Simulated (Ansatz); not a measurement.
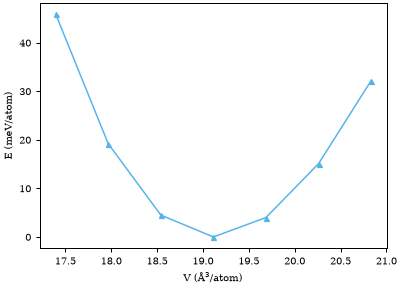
GaAs (NiAs type, P6_3/mmc) under volume change, DFT-r²SCAN in the program Ansatz with PAW potentials, shape and atoms relaxed at each volume.

Problem. What does a third-order Birch–Murnaghan fit give for V₀, B₀ and B′?

Solution. V₀ = 19.12 Å³/atom, B₀ = 78.8 GPa, B′ = 4.8.

The start of the workflow was typed in or built on a structure type; neither database checked (COD, Materials Project) lists it. It is not the phase usual at ambient conditions (space group No. 216). The cell was relaxed with r²SCAN under the symmetry of its start; whether a distortion lowers the energy is not shown.

Potentials: the later of the program's two PAW sets.
